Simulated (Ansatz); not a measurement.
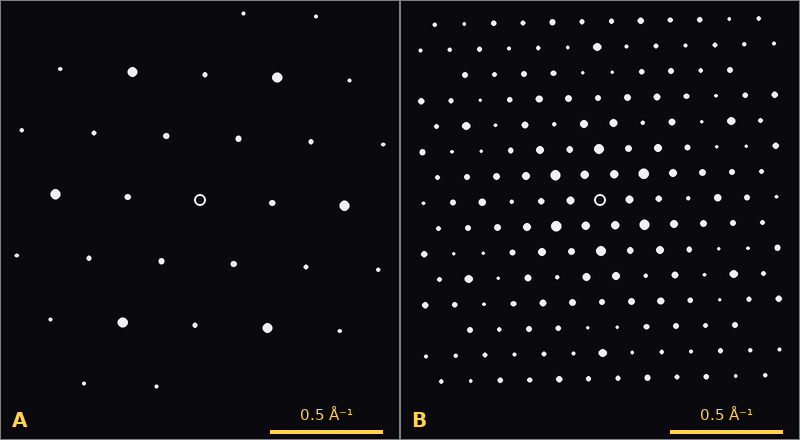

Kinematic electron diffraction patterns (200 kV, B = 0.5 Å², same scale, each along a low-index zone) of two structures of composition CsTi3, each relaxed at zero pressure with DFT r2SCAN, scalar-relativistic, plane waves, PAW in Ansatz 0.2.0. The runs are not spin-polarised.

The structures (standard cells):
1. P6_3/mmc (No. 194), a = 8.714 Å, c = 4.814 Å (hexagonal axes), 8 atoms; generated start, possibly hypothetical
2. Pm-3m (No. 221), a = 4.343 Å, 4 atoms; generated start, possibly hypothetical

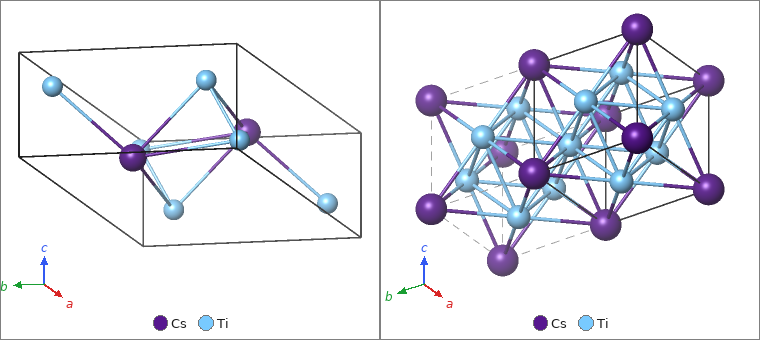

Drawings of the structures 1 to 2, from left to right (each may span several cells).

> Which pattern belongs to which structure, and along which zone?

A is structure 2 along [111] or an equivalent direction: hexagonal net of -1 1 0 at d = 3.07 Å and -1 0 1 at d = 3.07 Å, 60.0° apart. B is structure 1 along [001]: hexagonal net of 1 -1 0 at d = 7.55 Å and 1 0 0 at d = 7.55 Å, 60.0° apart (some points of this net are extinct or too weak to see).

> Which structure lies lowest at this level of theory, and by how much?

Structure 1 (P6_3/mmc, 39.57 Å³ an atom) is the lowest of these; structure 2 (Pm-3m, 20.47 Å³ an atom) lies about 360 meV an atom higher. These are static energies at 0 K; other structures, not shown, may lie lower still.
